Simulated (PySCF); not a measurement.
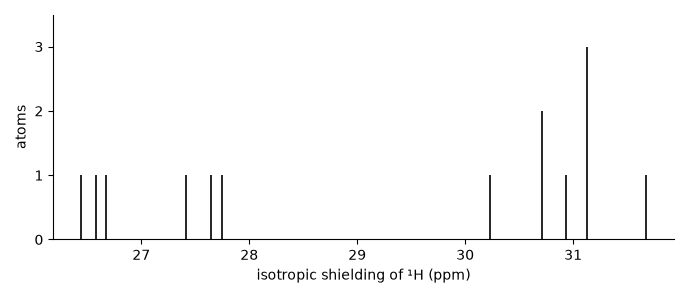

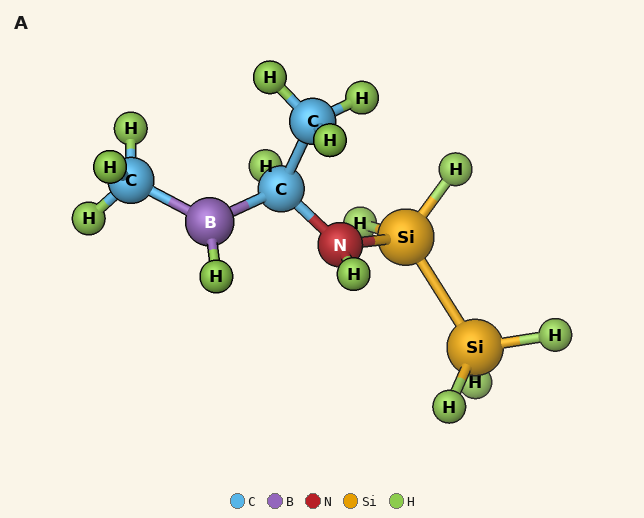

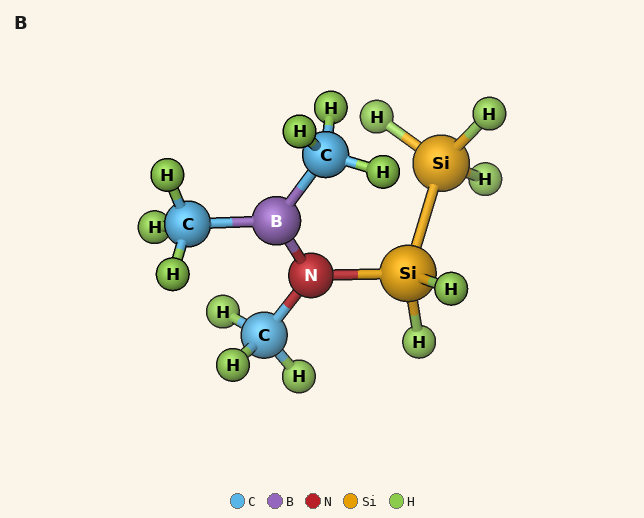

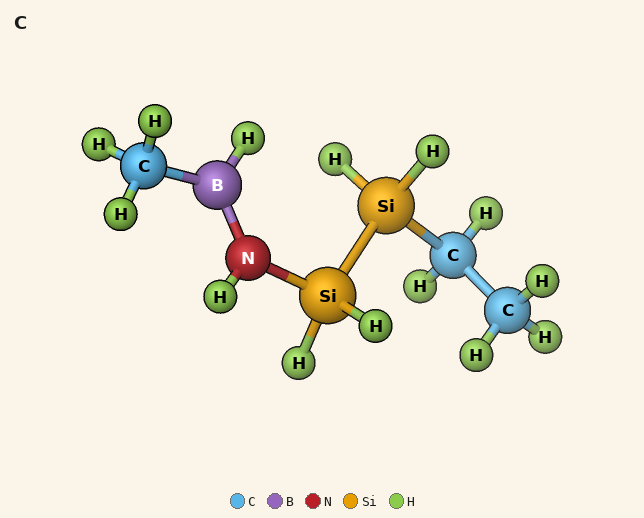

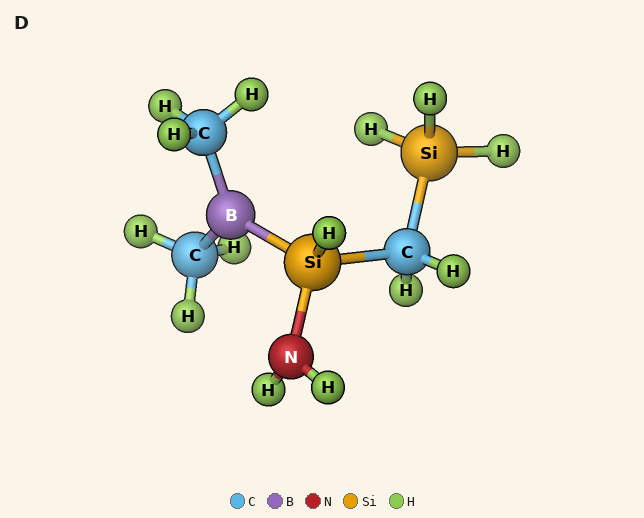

The sticks are computed shieldings of one of the molecules, for one fixed geometry (GFN2-xTB) without averaging over rotations. Low shielding means a high chemical shift. Method: GIAO PBE0/pcSseg-1 NMR shielding, non-relativistic, gas phase (PySCF 2.14.0).

Which molecule gives this pattern?

Answer. C, `CBN[SiH2][SiH2]CC`. Its 14 H atoms give lines at 26.45, 26.58, 26.67, 27.42, 27.64, 27.75, 30.23, 30.71 (2 atoms), 30.93, 31.13 (3 atoms), 31.67 ppm.

The geometry is semi-empirical. Around B, Si such bond lengths and angles can be off by a tenth of an ångström or more and by several degrees, and values that hang on the shape move with them.
